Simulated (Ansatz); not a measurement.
AlFH$_{2}$O···NH$_{3}$

The calculation's input:

```
crystal:
  periodic: [false, false, false]
  atoms:
    - { symbol: Al, position_ang: [0.0, 0.0, 0.0] }
    - { symbol: "N", position_ang: [0.0, 0.0, 2.27] }
    - { symbol: H, position_ang: [-0.877, -0.2713, 2.8] }
    - { symbol: H, position_ang: [0.877, 0.2713, 2.8] }
    - { symbol: H, position_ang: [1.351, 0.0, -0.78] }
    - { symbol: O, position_ang: [-1.5415, 0.0, -0.89] }
    - { symbol: H, position_ang: [-2.0512, -0.8467, -0.6815] }
    - { symbol: F, position_ang: [-0.2489, 1.872, 0.6275] }
    - { symbol: H, position_ang: [-0.1681, 1.2645, 1.7547] }
basis:
  gaussian: { orbitals: "6-31G*" }
hamiltonian:
  xc: hf
relax:
  f_tol: 0.15
  max_steps: 25
  restrain:
    - { distance: [0, 7], at: 1.69, k: 30.0 }
    - { distance: [8, 1], at: 1.06, k: 30.0 }
    - { distance: [0, 1], at: 3.12, k: 30.0 }
    - { distance: [8, 7], at: 2.12, k: 30.0 }
output:
  orbitals: {}
```

Run with:

```sh
ansatz run input.yaml --threads 1 --pin off --max-ram 2048MiB --backend cpu --events-out ev --progress --plain --runs-dir out
```

The fields are those of the run's last geometry, not of the input's.

Not at a stationary point (largest force 1.4 eV/Å).

Level of theory: RHF/6-31G* (Ansatz).

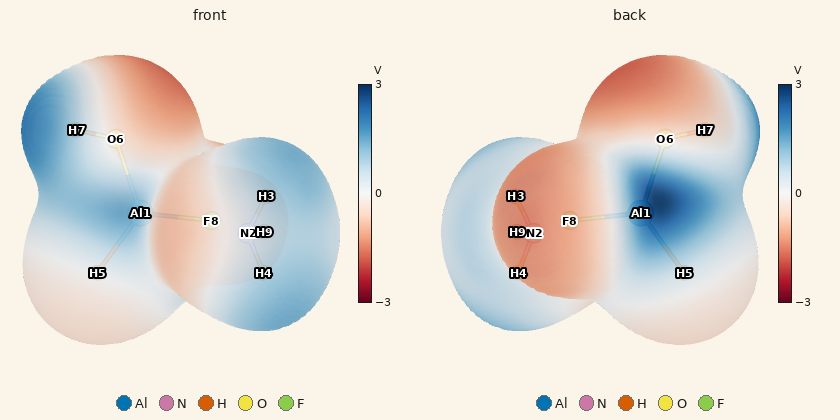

Figure 1. The molecular electrostatic potential painted on the density surface at 0.001 e/bohr³, seen from the front and from behind; red is negative and blue positive.

> Describe the electrostatic potential map.

The most negative region (about −1.7 V, or −39 kcal/mol for a unit charge) lies over O6, the most positive (about +2.6 V, or +60 kcal/mol for a unit charge) over Al1. O6 is the likeliest acceptor of a hydrogen bond.

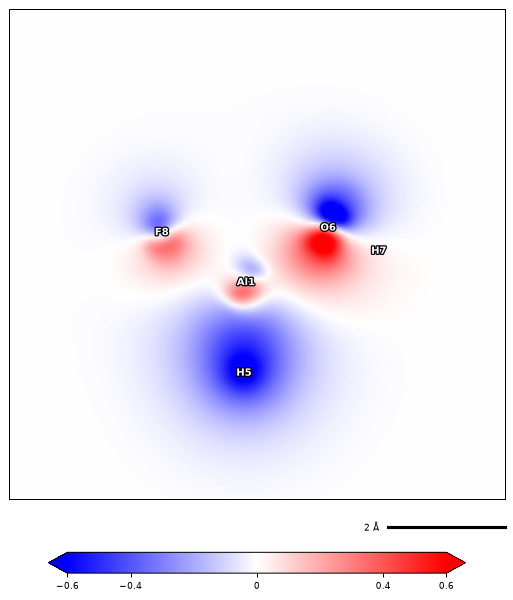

Figure 2. The HOMO−1 on the plane of atoms Al1, O6 and H7 (values in Å⁻³ᐟ²; the overall sign is arbitrary).

> What is the character of this orbital?

Its weight (Hirshfeld) is mainly on H5 (about 40 %), Al1 (about 30 %), O6 (about 20 %) and N2 (about 5 %). Its energy is −12.52 eV.

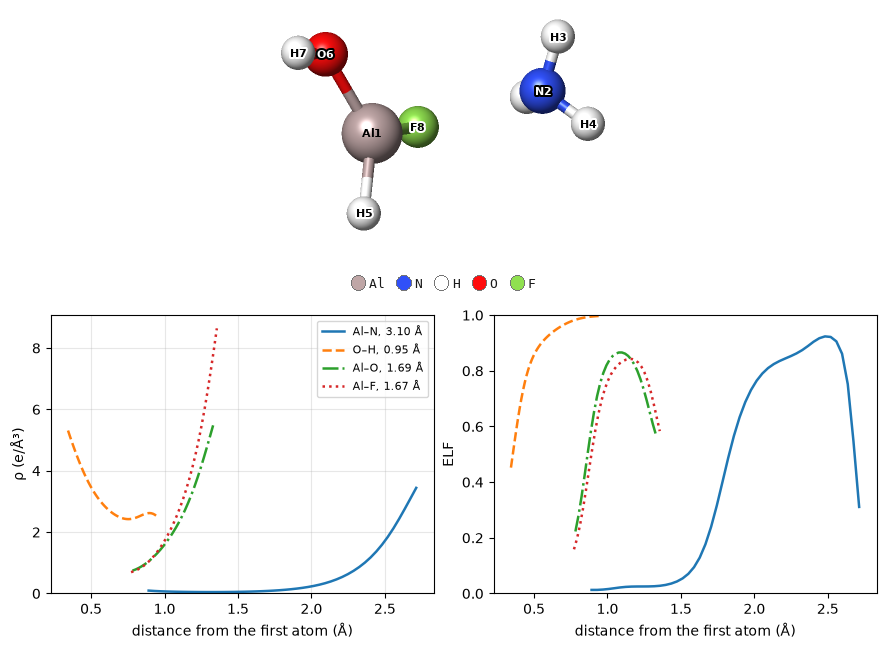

Figure 3. Total electron density and electron localisation function along straight lines between neighbouring atoms. The curves leave out the atomic cores. The structure is drawn too.

> Compare the contacts.

Al1···N2 (3.10 Å): the density falls to about 0.05 e/Å³ on the way; the ELF is about 0.05 at the midpoint.
O–H (0.95 Å): ρ is about 3.7 e/Å³ halfway; the ELF climbs to about 1 towards the hydrogen, as it does in any bond to H (a covalent bond by its length).
Al–O (1.69 Å): ρ at the midpoint is about 0.89 e/Å³; the ELF peaks at about 0.85 in the valence shell of O, 0.6 Å from its nucleus, and is about 0.45 at the midpoint.
Al–F (1.67 Å): ρ is about 0.83 e/Å³ halfway; the ELF peaks at about 0.85 in the valence shell of F, 0.5 Å from its nucleus, and is about 0.30 at the midpoint.
